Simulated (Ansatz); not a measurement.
# RbAlTl2H6: complex band structure

Aim: relax a made-up compound, RbAlTl2H6, and see how good a tunnel barrier it would be. It is built by putting Tl for K, Rb for Na in the K2NaAlH6 structure of space group Fm-3m, with the volume rescaled by atomic radii. The parent structure comes from the Materials Project.

Program: Ansatz 0.2.0. Level of theory: r2SCAN DFT, plane waves, PAW files, in the first sound run; inputs show where later runs differ. Results are calculated unless marked as measured.

The structure was built from a prototype and need not be the compound's stable phase.

**1. The starting structure**

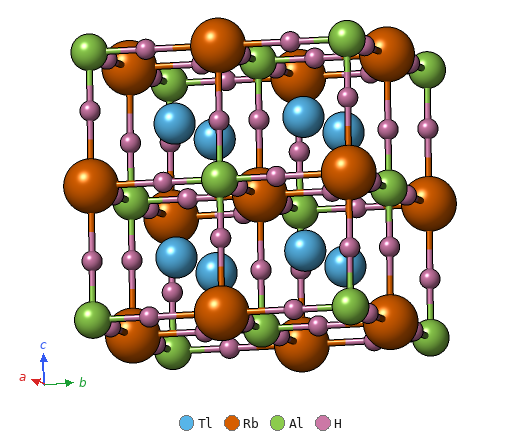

The cell as given, slightly off an axis (thallium blue, rubidium orange, aluminium green, hydrogen pink). This picture shows the conventional cell, with its axes. Some periodic images of atoms are drawn too.

**2. Cell and atoms at rest**

The substituted atoms don't fit the parent's cell, so cell and atoms relax together. A small smearing keeps the run stable in case the gap closes on the way.

The input, input.yaml:

```yaml
crystal:
  lattice:
    - [0.0, 3.8251400822, 3.8251400822]
    - [3.8251400822, 0.0, 3.8251400822]
    - [3.8251400822, 3.8251400822, 0.0]
  atoms:
    - { symbol: Tl, position: [0.25, 0.25, 0.25] }
    - { symbol: Tl, position: [0.75, 0.75, 0.75] }
    - { symbol: Rb, position: [0.5, 0.5, 0.5] }
    - { symbol: Al, position: [0.0, 0.0, 0.0] }
    - { symbol: H, position: [0.21952502, 0.78047498, 0.21952502] }
    - { symbol: H, position: [0.21952502, 0.78047498, 0.78047498] }
    - { symbol: H, position: [0.78047498, 0.21952502, 0.78047498] }
    - { symbol: H, position: [0.78047498, 0.21952502, 0.21952502] }
    - { symbol: H, position: [0.78047498, 0.78047498, 0.21952502] }
    - { symbol: H, position: [0.21952502, 0.21952502, 0.78047498] }
kpoints:
  mp_grid: { grid: [6, 6, 6] }
scf:
  occupations: { method: gaussian, width: 0.03 }
hamiltonian:
  xc: r2scan
output:
  forces: true
  stress: true
relax:
  f_tol: 0.02
  max_steps: 60
  cell: {}
```

Started as:

```
$ ansatz run input.yaml --threads 2 --pin off --max-ram 4096MiB --backend cpu --events-out ev --progress --plain --runs-dir out
```

Numbers of over 12 decimals in the logs are rounded to 6 here.

Output:

```text
Engine: ansatz 0.2.0, x86_64-unknown-linux-gnu
Pseudopotentials: kind: paw
Pseudopotential: Tl, paw, valence charge 13, recommended cutoff 500 eV (meta_gga), Tl.paw.azcp
Pseudopotential: Rb, paw, valence charge 9, recommended cutoff 500 eV (meta_gga), Rb.paw.azcp
Pseudopotential: Al, paw, valence charge 3, recommended cutoff 500 eV (meta_gga), Al.paw.azcp
Pseudopotential: H, paw, valence charge 1, recommended cutoff 500 eV (meta_gga), H.paw.azcp
Functional definition: r2SCAN
  parameter k0 = 0.174
  parameter k1 = 0.065
  parameter a1 = 4.9479
  exchange = r2scan_x(k0 = k0, k1 = k1, a1 = a1)
  correlation = r2scan_c
Crystal: 10 atoms, lattice volume = 111.937 Å³
Basis set: ecut = 500 eV, 2741 PW (Γ), exchange–correlation on 160×160×160 points (64 copies of the dense FFT grid, shifted against one another)
Bands: 32, of which v1, the nominal top of the filled ones, is band 22 counted from 1 (21 counted from 0)
Symmetry: 48 space group operations
Space group: Fm-3m (ITA 225), of the structure as read, at distance tolerance 4.8e-5 Å
k-points: 16 of 216
Non-local potential: Tl, projectors of the file, l = 0: 2, l = 1: 2, l = 2: 2, l = 3: 1
Non-local potential: Rb, projectors of the file, l = 0: 3, l = 1: 2, l = 2: 2
Non-local potential: Al, projectors of the file, l = 0: 2, l = 1: 2, l = 2: 1
Non-local potential: H, projectors of the file, l = 0: 2, l = 1: 1
PAW form: soft (Blöchl's): semilocal exchange-correlation on the pseudo side does not see the compensation charge
PAW frozen core: Tl, regenerated for the run's functional (the file was generated under x = pbe(κ = 0.804, μ = 0.219515), c = pbe(β = 0.066725))
PAW frozen core: Rb, regenerated for the run's functional (the file was generated under x = pbe(κ = 0.804, μ = 0.219515), c = pbe(β = 0.066725))
PAW frozen core: Al, regenerated for the run's functional (the file was generated under x = pbe(κ = 0.804, μ = 0.219515), c = pbe(β = 0.066725))
PAW one-centre angular grid: Tl, 590 points (default); XC on 160 Gauss nodes
PAW one-centre angular grid: Rb, 302 points (default); XC on 160 Gauss nodes
PAW one-centre angular grid: Al, 302 points (default); XC on 160 Gauss nodes
PAW one-centre angular grid: H, 302 points (default); XC on 160 Gauss nodes
Initial density: superposition of atomic densities (neutral atoms: chi_scale 0, normalization atom), corrected by the library's trained network
Initial wavefunctions: pseudopotential atomic-orbital guess
Functional: x = r2scan, c = r2scan; τ floored in thin density (d = 2e-4 eV/Å³)
SCF iter   1: F=—  HF=-26827.765871 eV  |F-HF|=—  |Δ(HF+E_count)|=         —  Δρ=1.12e-2  dr2=1.61e-1  dr2_τ=5.37e-2  ethr=1.77e-3  ⟨swp⟩=8.2  Hψ=2860  notcnv=0  defer=8
preconditioner: auto → Resta (q_TF=auto, 2.335 Å⁻¹)  ε∞=3.5  [insulator: Δε(μ)=0.500 eV  Ē_g=14.467 eV  σ=0.030 eV  W_gap=1.00  n_scr=26 (ndim 8)  ℏωp=22.7 eV  f_vac=0.000  D(μ)=0.00/eV (n_scr^D=0)  ε∞_Penn≈3.5]
SCF iter   2: F=—  HF=-26827.860031 eV  |F-HF|=—  |Δ(HF+E_count)|=   9.42e-2  Δρ=6.83e-3  dr2=6.32e-2  dr2_τ=1.03e-3  ethr=3.66e-4  ⟨swp⟩=2.6  Hψ=889  notcnv=0  defer=65
SCF iter   3: F=—  HF=-26827.844463 eV  |F-HF|=—  |Δ(HF+E_count)|=   1.56e-2  Δρ=1.97e-3  dr2=2.62e-3  dr2_τ=6.00e-4  ethr=1.44e-4  ⟨swp⟩=3.0  Hψ=730  notcnv=0  defer=17
automatic band count: iteration 3 solves 29 bands in place of 32: the levels show a gap, and the empty bands left out lie too high to hold charge; the band table lists the bands solved (type scf.n_extra_bands for more)
SCF iter   4: F=—  HF=-26827.845132 eV  |F-HF|=—  |Δ(HF+E_count)|=   6.69e-4  Δρ=7.49e-4  dr2=3.45e-4  dr2_τ=1.94e-5  ethr=5.96e-6  ⟨swp⟩=2.1  Hψ=632  notcnv=0  defer=17
SCF iter   5: F=—  HF=-26827.845303 eV  |F-HF|=—  |Δ(HF+E_count)|=   1.71e-4  Δρ=1.23e-4  dr2=1.62e-5  dr2_τ=1.25e-6  ethr=7.84e-7  ⟨swp⟩=2.3  Hψ=667  notcnv=0  defer=17
SCF iter   6: F=—  HF=-26827.845307 eV  |F-HF|=—  |Δ(HF+E_count)|=   3.95e-6  Δρ=3.59e-5  dr2=1.12e-6  dr2_τ=6.08e-8  ethr=3.69e-8  ⟨swp⟩=2.1  Hψ=563  notcnv=0  defer=17
SCF iter   7: F=-26827.845307 eV  HF=-26827.845307 eV  |F-HF|=2.07e-9  |Δ(HF+E_count)|=   4.61e-8  Δρ=3.35e-6  dr2=1.08e-8  dr2_τ=8.66e-10  ethr=2.27e-10  ⟨swp⟩=3.4  Hψ=1813  notcnv=0
SCF 1 converged in 7 iterations: F = -26827.845307 eV  dr2 = 1.08e-8
  greatest PAW one-centre occupation: 0.977 electrons in one spin orbital (limit 2), on the Rb atom at site 2 (counted from 0), in its partial waves of l = 0
relax step   1: F+E_penalty+E_count = -26827.84530667 eV  Δ(F+E_penalty+E_count) = +0.000e0 eV  max|allowed force component| = 8.204e-1 eV/Å  Δτ_max = 0.0000 Å  P = +20.269 GPa  Ω = 111.937 Å³  (7 SCF iters, dr2 threshold 1.00e-7 eV, accepted)
Crystal: 10 atoms, lattice volume = 129.198 Å³
Basis set: ecut = 500 eV, 3287 PW (Γ), exchange–correlation on 160×160×160 points (64 copies of the dense FFT grid, shifted against one another)
Initial density: handed on by an earlier stage of this run
Initial wavefunctions: those handed on with the density
iter 1 solved again at ethr=4.53e-4 eV; its pass at ethr=3.10e-3 eV (dr2=1.99e-1 eV) is discarded
SCF iter   1: F=—  HF=-26828.732383 eV  |F-HF|=—  |Δ(HF+E_count)|=         —  Δρ=1.29e-2  dr2=2.00e-1  dr2_τ=3.87e-1  ethr=4.53e-4  ⟨swp⟩=1.0  Hψ=2611  notcnv=0
automatic band count: iteration 1 solves 28 bands in place of 32: the levels show a gap, and the empty bands left out lie too high to hold charge; the band table lists the bands solved (type scf.n_extra_bands for more)
preconditioner: auto → Resta (q_TF=auto, 2.280 Å⁻¹)  ε∞=4.0  [insulator: Δε(μ)=0.944 eV  Ē_g=12.238 eV  σ=0.030 eV  W_gap=1.00  n_scr=26 (ndim 8)  ℏωp=21.2 eV  f_vac=0.000  D(μ)=0.00/eV (n_scr^D=0)  ε∞_Penn≈4.0]
SCF iter   2: F=—  HF=-26829.591299 eV  |F-HF|=—  |Δ(HF+E_count)|=   8.59e-1  Δρ=6.92e-3  dr2=6.38e-2  dr2_τ=2.22e-3  ethr=4.53e-4  ⟨swp⟩=2.9  Hψ=943  notcnv=0
SCF iter   3: F=—  HF=-26829.574937 eV  |F-HF|=—  |Δ(HF+E_count)|=   1.64e-2  Δρ=1.50e-3  dr2=2.35e-3  dr2_τ=1.11e-3  ethr=1.45e-4  ⟨swp⟩=2.5  Hψ=721  notcnv=0  defer=14
SCF iter   4: F=—  HF=-26829.575248 eV  |F-HF|=—  |Δ(HF+E_count)|=   3.11e-4  Δρ=6.67e-4  dr2=3.21e-4  dr2_τ=2.50e-5  ethr=5.35e-6  ⟨swp⟩=2.4  Hψ=800  notcnv=0  defer=14
SCF iter   5: F=—  HF=-26829.575374 eV  |F-HF|=—  |Δ(HF+E_count)|=   1.26e-4  Δρ=5.30e-5  dr2=6.86e-6  dr2_τ=9.91e-7  ethr=7.31e-7  ⟨swp⟩=2.3  Hψ=632  notcnv=0  defer=14
SCF iter   6: F=-26829.575375 eV  HF=-26829.575375 eV  |F-HF|=8.04e-8  |Δ(HF+E_count)|=   8.55e-7  Δρ=2.44e-5  dr2=7.81e-7  dr2_τ=6.12e-8  ethr=2.27e-9  ⟨swp⟩=5.0  Hψ=1689  notcnv=0
SCF 2 converged in 6 iterations: F = -26829.575375 eV  dr2 = 7.81e-7
[...]
preconditioner: auto → Resta (q_TF=auto, 2.232 Å⁻¹)  ε∞=3.8  [insulator: Δε(μ)=1.154 eV  Ē_g=11.926 eV  σ=0.030 eV  W_gap=1.00  n_scr=26 (ndim 8)  ℏωp=19.9 eV  f_vac=0.000  D(μ)=0.00/eV (n_scr^D=0)  ε∞_Penn≈3.8]
SCF iter   2: F=—  HF=-26830.246319 eV  |F-HF|=—  |Δ(HF+E_count)|=   7.13e-1  Δρ=5.11e-3  dr2=4.85e-2  dr2_τ=1.61e-3  ethr=3.66e-4  ⟨swp⟩=3.0  Hψ=986  notcnv=0
SCF iter   3: F=—  HF=-26830.232818 eV  |F-HF|=—  |Δ(HF+E_count)|=   1.35e-2  Δρ=1.11e-3  dr2=1.50e-3  dr2_τ=8.11e-4  ethr=1.10e-4  ⟨swp⟩=2.5  Hψ=686  notcnv=0  defer=10
SCF iter   4: F=—  HF=-26830.233071 eV  |F-HF|=—  |Δ(HF+E_count)|=   2.53e-4  Δρ=4.87e-4  dr2=2.25e-4  dr2_τ=1.38e-5  ethr=3.40e-6  ⟨swp⟩=2.2  Hψ=818  notcnv=0  defer=10
SCF iter   5: F=—  HF=-26830.233181 eV  |F-HF|=—  |Δ(HF+E_count)|=   1.11e-4  Δρ=4.88e-5  dr2=7.93e-6  dr2_τ=8.62e-7  ethr=5.11e-7  ⟨swp⟩=2.0  Hψ=553  notcnv=0  defer=10
SCF iter   6: F=-26830.233182 eV  HF=-26830.233182 eV  |F-HF|=3.27e-8  |Δ(HF+E_count)|=   7.98e-7  Δρ=2.08e-5  dr2=6.98e-7  dr2_τ=3.98e-8  ethr=2.27e-9  ⟨swp⟩=5.0  Hψ=1697  notcnv=0
SCF 3 converged in 6 iterations: F = -26830.233182 eV  dr2 = 6.98e-7
  greatest PAW one-centre occupation: 0.975 electrons in one spin orbital (limit 2), on the Rb atom at site 2 (counted from 0), in its partial waves of l = 0
relax step   3: F+E_penalty+E_count = -26830.23318206 eV  Δ(F+E_penalty+E_count) = -6.578e-1 eV  max|allowed force component| = 3.135e-2 eV/Å  Δτ_max = 0.0355 Å  P = +3.063 GPa  Ω = 146.875 Å³  energy of the carried Pulay correction = -5.303e-3 eV  (6 SCF iters, dr2 threshold 1.00e-6 eV, accepted)
[...]
relax step   4: F+E_penalty+E_count = -26830.34243617 eV  Δ(F+E_penalty+E_count) = -1.093e-1 eV  max|allowed force component| = 2.460e-2 eV/Å  Δτ_max = 0.0109 Å  P = +0.674 GPa  Ω = 156.691 Å³  energy of the carried Pulay correction = -6.548e-3 eV  (6 SCF iters, dr2 threshold 1.00e-6 eV, accepted)
[...]
relax step   5: F+E_penalty+E_count = -26830.34897432 eV  Δ(F+E_penalty+E_count) = -6.538e-3 eV  max|allowed force component| = 6.461e-2 eV/Å  Δτ_max = 0.0152 Å  P = +0.001 GPa  Ω = 161.171 Å³  energy of the carried Pulay correction = -7.088e-3 eV  (5 SCF iters, dr2 threshold 1.00e-6 eV, accepted)
[...]
relax step   6: F+E_penalty+E_count = -26830.35053271 eV  Δ(F+E_penalty+E_count) = -1.558e-3 eV  max|allowed force component| = 2.368e-3 eV/Å  Δτ_max = 0.0070 Å  P = -0.015 GPa  Ω = 160.586 Å³  energy of the carried Pulay correction = -7.018e-3 eV  (4 SCF iters, dr2 threshold 2.61e-7 eV, accepted)
[...]
relax step   7: F+E_penalty+E_count = -26830.37504775 eV  Δ(F+E_penalty+E_count) = -2.452e-2 eV  max|allowed force component| = 1.758e-3 eV/Å  Δτ_max = 0.0000 Å  P = +0.113 GPa  Ω = 160.586 Å³  stress off target by 1.13e-1 GPa  SCF on the basis re-selected at this cell (its energy is not comparable with the rows above)  (6 SCF iters)
[...]
relax step   8: F+E_penalty+E_count = -26830.37520061 eV  Δ(F+E_penalty+E_count) = -1.529e-4 eV  max|allowed force component| = 4.542e-4 eV/Å  Δτ_max = 0.0012 Å  P = +0.008 GPa  Ω = 161.225 Å³  energy of the carried Pulay correction = -9.247e-5 eV  (5 SCF iters, dr2 threshold 3.18e-8 eV, accepted)
iter 1 solved again at ethr=1.16e-7 eV; its pass at ethr=3.10e-3 eV (dr2=5.08e-5 eV) is discarded
SCF iter   1: F=—  HF=-26830.375330 eV  |F-HF|=—  |Δ(HF+E_count)|=         —  Δρ=3.33e-5  dr2=4.02e-8  dr2_τ=1.21e-8  ethr=1.16e-7  ⟨swp⟩=3.6  Hψ=4322  notcnv=0
preconditioner: auto → Resta (q_TF=auto, 2.197 Å⁻¹)  ε∞=3.0  [insulator: Δε(μ)=1.419 eV  Ē_g=13.412 eV  σ=0.030 eV  W_gap=1.00  n_scr=26 (ndim 8)  ℏωp=19.0 eV  f_vac=0.000  D(μ)=0.00/eV (n_scr^D=0)  ε∞_Penn≈3.0]
SCF iter   2: F=—  HF=-26830.375281 eV  |F-HF|=—  |Δ(HF+E_count)|=   4.91e-5  Δρ=1.68e-5  dr2=1.07e-8  dr2_τ=1.57e-7  ethr=9.14e-11  ⟨swp⟩=3.0  Hψ=998  notcnv=0
SCF iter   3: F=—  HF=-26830.375283 eV  |F-HF|=—  |Δ(HF+E_count)|=   1.95e-6  Δρ=5.07e-7  dr2=2.43e-10  dr2_τ=6.18e-11  ethr=2.43e-11  ⟨swp⟩=2.0  Hψ=864  notcnv=0
SCF iter   4: F=-26830.375283 eV  HF=-26830.375283 eV  |F-HF|=2.18e-11  |Δ(HF+E_count)|=  8.59e-10  Δρ=1.93e-7  dr2=4.56e-11  dr2_τ=7.21e-12  ethr=1.00e-12  ⟨swp⟩=4.9  Hψ=1670  notcnv=0
SCF 9 converged in 4 iterations: F = -26830.375283 eV  dr2 = 4.56e-11
relax step   9: F+E_penalty+E_count = -26830.37528303 eV  Δ(F+E_penalty+E_count) = -8.242e-5 eV  max|allowed force component| = 4.539e-4 eV/Å  Δτ_max = 0.0000 Å  P = +0.008 GPa  Ω = 161.225 Å³  stress off target by 7.95e-3 GPa  SCF on the basis re-selected at this cell (its energy is not comparable with the rows above)  (4 SCF iters)
basis re-selected at this cell: Δ(F+E_penalty+E_count) = -8.242e-5 eV, ΔP = -0.000 GPa vs the last step (what re-selecting the basis moved, of the pressure what is left beyond the Pulay correction that the steps carried, after the strain that the cell walked since its last selection, with what the two solves' SCF thresholds leave and, on support functions, any second-order correction that the steps lacked; it is no m [...]
SCF converged after 4 iterations
Free energy (F): -26830.375283 eV
Harris-Foulkes:  -26830.375283 eV  (|F-HF|=2.18e-11)
Internal energy: -26830.375283 eV  (E = F + TS)
E sigma→0 (E₀):  -26830.375283 eV
Fermi energy:    4.549857 eV
--- Per-component energies (eV) ---
  E_band       = -212.406439
  E_kinetic    = 965.527231
  E_local      = -2827.523506  (includes V_loc(G=0)·N_el)
  E_nonlocal   = 826.334044
  E_hartree    = 978.050578
  E_xc         = -655.028095
  E_vxc        = -572.759308  (∫ρ·V_xc dr)
  E_paw        = -23490.052136  (= ΣΔE_a)
  E_vpaw       = -596.880369  (= ΣTr[D̂ρ^β])
  E_aug_tail   = -0.002536  (compensation charges beyond the density's cutoff)
  E_vtau       = 36.796929  (kinetic-family band-sum trace: ∫τ·v_τ [+ j·A + Jᵃ·Aᵃ] dr)
  E_ewald      = -2629.553350
  E_core_change = 1.872487  (= ΣΔE_core)
  E_smearing   = -0.000000  (= −TS)
  E_closure    = 0.000000  (closes the sum)
  Σ components = -26830.375283   (vs F -26830.375283, Δ=0.00e0)
--- Forces (eV/Å), atoms counted from 1 ---
  atom   1  Tl    -0.00000000    -0.00000000    -0.00000000
  atom   2  Tl     0.00000000     0.00000000     0.00000000
  atom   3  Rb    -0.00000000    -0.00000000    -0.00000000
  atom   4  Al    -0.00000000     0.00000000     0.00000000
  atom   5  H      0.00000000     0.00045391     0.00000000
  atom   6  H     -0.00045391    -0.00000000    -0.00000000
  atom   7  H     -0.00000000    -0.00045391    -0.00000000
  atom   8  H      0.00045391     0.00000000     0.00000000
  atom   9  H     -0.00000000    -0.00000000    -0.00045391
  atom  10  H     -0.00000000     0.00000000     0.00045391
  max |Σ_I F_I| component: 2.06e-17 eV/Å
--- Stress (GPa, compression-positive) ---
        0.007951      -0.000000      -0.000000
       -0.000000       0.007951      -0.000000
       -0.000000      -0.000000       0.007951
  P = ⅓ Tr σ = 0.0080 GPa (0.080 kbar)
--- Relaxed structure (7 steps of the walk, 7 accepted, 2 SCFs on fresh bases) ---
  F+E_penalty+E_count = -26830.37528303 eV   max|allowed force component| = 4.539e-4 eV/Å   (the final SCF, on the basis selected at the relaxed cell)
  cell:  # Å, volume = 161.2249 Å³
    - [0, 4.319837, 4.319837]
    - [4.319837, 0, 4.319837]
    - [4.319837, 4.319837, 0]
  atoms:
    - { symbol: Tl, position: [0.25, 0.25, 0.25] }
    - { symbol: Tl, position: [0.75, 0.75, 0.75] }
    - { symbol: Rb, position: [0.5, 0.5, 0.5] }
    - { symbol: Al, position: [-1.2471411389965489e-19, 0, 1.0203882046335417e-19] }
    - { symbol: H, position: [0.202474, 0.797526, 0.202474] }
    - { symbol: H, position: [0.202474, 0.797526, 0.797526] }
    - { symbol: H, position: [0.797526, 0.202474, 0.797526] }
    - { symbol: H, position: [0.797526, 0.202474, 0.202474] }
    - { symbol: H, position: [0.797526, 0.797526, 0.202474] }
    - { symbol: H, position: [0.202474, 0.202474, 0.797526] }
```

Run time: 16 s. Hardware: 2 threads of AMD EPYC 9R45, shared host; peak memory 0.93 GiB.

Step by step:

```csv
step,energy less that of the first step (eV),largest force component (eV/Å),pressure (GPa),volume (Å³)
1,0.0000,0.8204,20.27,111.94
2,-1.7301,0.0707,9.48,129.20
3,-2.3879,0.0313,3.06,146.88
4,-2.4971,0.0246,0.67,156.69
5,-2.5037,0.0646,0.00,161.17
6,-2.5052,0.0024,-0.01,160.59
7*,-2.5297,0.0018,0.11,160.59
8,-2.5299,0.0005,0.01,161.22
9*,-2.5300,0.0005,0.01,161.22
```

Relaxation steps marked * repeat the geometry before them on a plane-wave basis chosen anew for their cell, so energy and pressure can jump there.

Forces are held to the 48 operations that the run works with; a distortion that breaks them can't arise in this run.

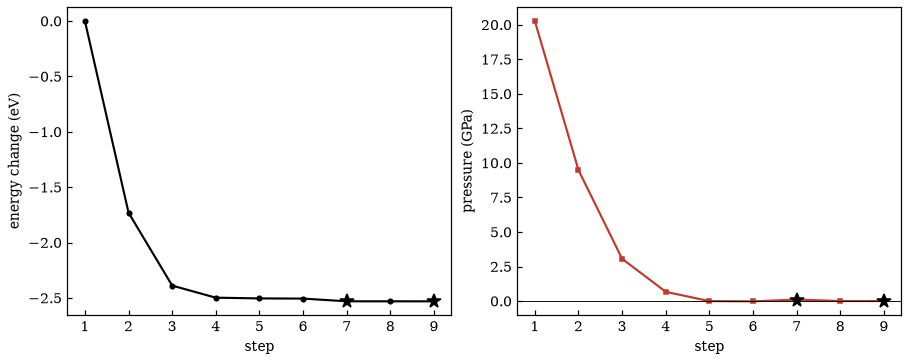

Energy and pressure along the relaxation. Stars mark steps on a basis chosen anew.

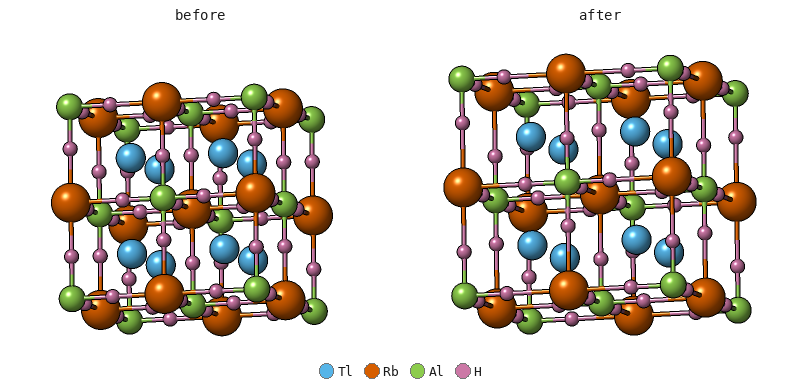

The structure before and after the relaxation, drawn at the same scale.

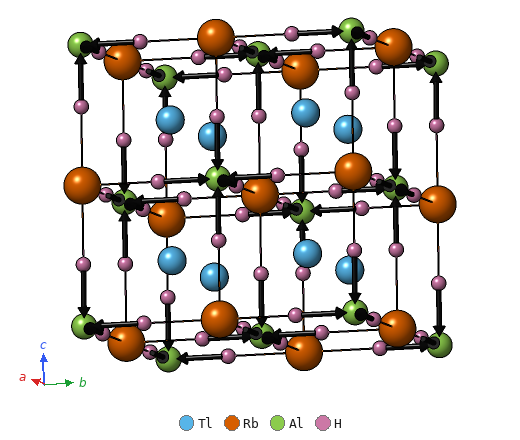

Displacements in the relaxation, exaggerated, measured against the changing cell; the longest in the cell stands for 0.15 Å. Some periodic images of atoms are drawn too.

```csv
cell as run,before,after,change
a (Å),5.410,6.109,+12.9 %
b (Å),5.410,6.109,+12.9 %
c (Å),5.410,6.109,+12.9 %
volume (Å³/atom),11.19,16.12,+44.0 %
```

The atoms that moved most (Å, as changes of fractional coordinates times the final cell):

```csv
atom,dx,dy,dz,length
H8,-0.147,0.000,0.000,0.147
H7,0.000,0.147,0.000,0.147
H6,0.147,0.000,0.000,0.147
H5,0.000,-0.147,0.000,0.147
H9,0.000,0.000,0.147,0.147
H10,0.000,0.000,-0.147,0.147
```

Final coordinates:

```cif
data_structure
_symmetry_space_group_name_H-M 'P 1'
_symmetry_Int_Tables_number 1
_cell_length_a 6.1092
_cell_length_b 6.1092
_cell_length_c 6.1092
_cell_angle_alpha 60.000
_cell_angle_beta 60.000
_cell_angle_gamma 60.000
_cell_volume 161.22
loop_
_atom_site_label
_atom_site_type_symbol
_atom_site_fract_x
_atom_site_fract_y
_atom_site_fract_z
_atom_site_occupancy
Tl1 Tl 0.25000 0.25000 0.25000 1
Tl2 Tl 0.75000 0.75000 0.75000 1
Rb3 Rb 0.50000 0.50000 0.50000 1
Al4 Al 0.00000 0.00000 0.00000 1
H5 H 0.20247 0.79753 0.20247 1
H6 H 0.20247 0.79753 0.79753 1
H7 H 0.79753 0.20247 0.79753 1
H8 H 0.79753 0.20247 0.20247 1
H9 H 0.79753 0.79753 0.20247 1
H10 H 0.20247 0.20247 0.79753 1
```

Numbers from this step:

```
free energy  : -26830.3753 eV
Fermi energy : 4.550 eV
pressure     : 0.007951 GPa
```

The largest force component on a free atom ends at 4.5e-4 eV/Å.

[end of part 1 of 4]

[Logs are printed without paths, hosts, clocks, repeated set-up lines and the standing remarks that a program may print on its own settings, such as how far it seeks lower states.]

[Hosts, paths, dates, database ids (printed as entryN), source tags and the programs' standing remarks are cut or masked in the printed files.]
